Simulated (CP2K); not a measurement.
# SnH2SO (SMILES [OH][Sn][SH]): GFN1-xTB

Aim: the vertical electron affinity of SnH2SO at GFN1-xTB, from 2 runs. Input form: an ASE script.

Program for the calculation: CP2K 2026.2.

3 further runs of the same task are left out: 2 that didn't finish, 1 set aside as unsound or not needed.

## Step 1: The molecule

The species is SnH2SO (5 atoms), meant as a singlet with charge 0. SMILES: `[OH][Sn][SH]`. Geometry: a GFN2-xTB relaxation, a rough one for these elements and not checked as a minimum. This is one conformer, not always the lowest.

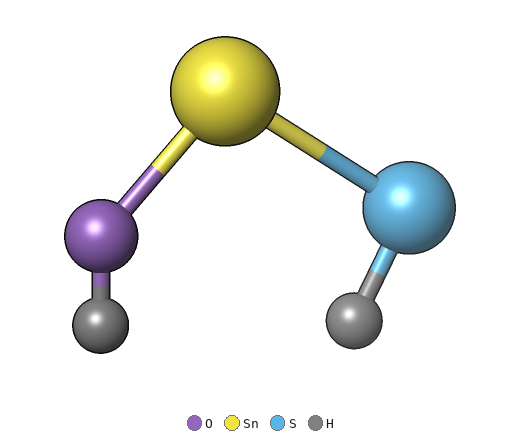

Viewed from a chosen angle; oxygen purple, tin yellow, sulfur blue, hydrogen grey.

## Step 2: Energy and forces at GFN1-xTB

Contents of molecule.xyz:

```xyz
5

O     -1.072680    -1.084990    -0.056800
Sn    -1.244700     0.903990    -0.313470
S      1.109770     1.554830     0.018580
H     -0.377740    -1.708930     0.139660
H      1.585350     0.335100     0.212030
```

Contents of cp2k_ase.py:

```python
import numpy as np
from ase.io import read
from ase.calculators.cp2k import CP2K

atoms = read("molecule.xyz")
atoms.set_cell([12.8, 13.3, 10.5])
atoms.center()
inp = """
&FORCE_EVAL
   METHOD Quickstep
   &DFT
      &QS
         METHOD XTB
         EPS_DEFAULT 1.0E-10
         &XTB
            GFN_TYPE 1
            CHECK_ATOMIC_CHARGES F
         &END XTB
      &END QS
      &POISSON
         PERIODIC NONE
         POISSON_SOLVER ANALYTIC
      &END POISSON
      # SCF settings
      &SCF
         SCF_GUESS ATOMIC
         EPS_SCF 1.0E-07
         MAX_SCF 80
         &DIAGONALIZATION
            ALGORITHM STANDARD
         &END DIAGONALIZATION
         &MIXING
            METHOD BROYDEN_MIXING
            ALPHA 0.4
            NBUFFER 8
         &END MIXING
      &END SCF
      &PRINT
         &MOMENTS
            PERIODIC F
            REFERENCE COM
            MAX_MOMENT 1
         &END MOMENTS
         &MO ON
            ENERGIES T
            OCCUPATION_NUMBERS T
            NDIGITS 6
            &EACH
               QS_SCF 0
            &END EACH
            ADD_LAST NUMERIC
         &END MO
         &HIRSHFELD OFF
         &END HIRSHFELD
      &END PRINT
   &END DFT
   # atoms, cell and kinds
   &SUBSYS
   &END SUBSYS
&END FORCE_EVAL
"""
calc = CP2K(command="cp2k.psmp -s", label="job", inp=inp, basis_set=None, basis_set_file=None, potential_file=None, pseudo_potential=None, xc=None, cutoff=None, max_scf=None, charge=None, uks=False,
            force_eval_method=None, print_level="LOW", poisson_solver=None, stress_tensor=False)
atoms.calc = calc
print("E / eV:", round(atoms.get_potential_energy(), 6))
forces = atoms.get_forces()
print(np.array2string(forces, precision=5, suppress_small=True))
print("largest force / (eV/A): %.4f" % np.linalg.norm(forces, axis=1).max())
```

Run with:

```console
OMP_NUM_THREADS=1 python cp2k_ase.py
```

What it wrote:

```text
E / eV: -327.246624
[[ 0.42751  0.38234  0.03182]
 [ 0.31038 -0.23658  0.08363]
 [-0.34605 -0.27756 -0.03813]
 [-0.34321 -0.03242 -0.05954]
 [-0.04863  0.16423 -0.01779]]
largest force / (eV/A): 0.5744
```

job.out:

```text
CP2K| version string:                                       CP2K version 2026.2
 CP2K| Input file name                                                   job.inp

[... 19 lines left out ...]
 *** WARNING in qs_kind_types.F:2330 :: Information provided in the input ***
[... 49 lines left out ...]
  Step     Update method      Time    Convergence         Total energy    Change
[... 30 lines left out ...]
  Repulsive potential energy:                                   0.03502877932881
[... 2 lines left out ...]
  Dispersion energy:                                           -0.00151266219775
[... 5 lines left out ...]
 TB_DIPOLE| Ref. Point [Bohr]      10.33800163      14.26204033       9.60075872
[... 2 lines left out ...]
 TB_DIPOLE| Derivative [a.u.]       0.00000000       0.00000000       0.00000000
[... 38 lines left out ...]
 -------------------------------------------------------------------------------
```

Wall time 1.5 s (1 thread of Arm Neoverse N1, shared host); peak memory 0.15 GiB.

## Step 3: The doublet anion at the same level

molecule.xyz is that of step 2.

Contents of run.py:

```python
import numpy as np
from ase.io import read
from ase.calculators.cp2k import CP2K

atoms = read("molecule.xyz")
atoms.set_cell([12.8, 13.3, 10.5])
atoms.center()
inp = """
&FORCE_EVAL
 METHOD QUICKSTEP
 &DFT
  CHARGE -1
  MULTIPLICITY 2
  LSD T
  &QS
   METHOD XTB
   EPS_DEFAULT 1.0E-10
   &XTB
    GFN_TYPE 1
    CHECK_ATOMIC_CHARGES F
   &END XTB
  &END QS
  &POISSON
   PERIODIC NONE
   POISSON_SOLVER ANALYTIC
  &END POISSON
  &SCF
   SCF_GUESS ATOMIC
   EPS_SCF 1.0E-07
   MAX_SCF 30
   &OT
    MINIMIZER CG
    PRECONDITIONER FULL_ALL
   &END OT
   &OUTER_SCF
    EPS_SCF 1.0E-07
    MAX_SCF 8
   &END OUTER_SCF
  &END SCF
  &PRINT
   &MOMENTS
    PERIODIC F
    REFERENCE COM
    MAX_MOMENT 1
   &END MOMENTS
   &MO_CUBES
    NLUMO 5
    NHOMO -1
    WRITE_CUBE F
   &END MO_CUBES
   &HIRSHFELD OFF
   &END HIRSHFELD
  &END PRINT
 &END DFT
 &SUBSYS
 &END SUBSYS
&END FORCE_EVAL
"""
cp2k = CP2K(command="cp2k.psmp -s", label="qs", inp=inp, basis_set=None, basis_set_file=None, potential_file=None, pseudo_potential=None, xc=None, cutoff=None, max_scf=None, charge=None, uks=False,
            force_eval_method=None, print_level="LOW", poisson_solver=None, stress_tensor=False)
atoms.calc = cp2k
print("E / eV:", round(atoms.get_potential_energy(), 6))
forces = atoms.get_forces()
print(np.array2string(forces, precision=5, suppress_small=True))
print("largest force / (eV/A): %.4f" % np.linalg.norm(forces, axis=1).max())
```

Run with:

```console
OMP_NUM_THREADS=1 python run.py
```

What it wrote:

```text
E / eV: -330.919924
[[ 0.47149 -1.99103  0.31127]
 [-1.56172  1.44481 -0.43701]
 [ 1.39676  0.29964  0.20993]
 [-0.25044  0.20542 -0.06739]
 [-0.05609  0.04116 -0.0168 ]]
largest force / (eV/A): 2.1720
```

qs.out:

```text
CP2K| version string:                                       CP2K version 2026.2
 CP2K| Input file name                                                    qs.inp

[... 16 lines left out ...]
 *** WARNING in qs_kind_types.F:2330 :: Information provided in the input ***
[... 8 lines left out ...]
 *** WARNING in qs_kind_types.F:2330 :: Information provided in the input ***
[... 72 lines left out ...]
  Core Hamiltonian energy:                                    -12.39740180016306
[... 2 lines left out ...]
  DFTB3 3rd order energy:                                      -0.00466373904087
[... 5 lines left out ...]
  outer SCF iter =    1 RMS gradient =   0.43E-07 energy =        -12.1610839581
[... 3 lines left out ...]
 TB_DIPOLE| Ref. Point [Bohr]      10.33800163      14.26204033       9.60075872
[... 2 lines left out ...]
 TB_DIPOLE| Derivative [a.u.]       0.00000000       0.00000000       0.00000000
[... 41 lines left out ...]
 -------------------------------------------------------------------------------
```

Wall time 1.8 s (1 thread of Arm Neoverse N1, shared host); peak memory 0.15 GiB.

## Step 4: What came out

Level: GFN1-xTB.

```
                                                 quantity         value
                             singlet SnH2SO: total energy  -12.02609 Eh
singlet SnH2SO: dipole moment (from atomic charges alone)        1.14 D
                              singlet SnH2SO: HOMO energy     -10.73 eV
                        singlet SnH2SO: dispersion energy  -3.97 kJ/mol
                              doublet anion: total energy  -12.16108 Eh
        doublet anion: HOMO energy (highest over α and β)      -0.14 eV
                         doublet anion: dispersion energy  -3.97 kJ/mol
        vertical electron affinity (to the doublet anion)      3.673 eV
```

What this shows: At fixed nuclei the extra electron is bound by 3.67 eV (354 kJ/mol). A minimal valence basis can't be trusted even for the sign of an electron affinity. xTB total energies overstate such differences by several eV unless an empirical shift is taken off; none is applied here. The dipole (singlet SnH2SO) comes from point charges on the atoms alone, without atomic dipoles, so it is partial.
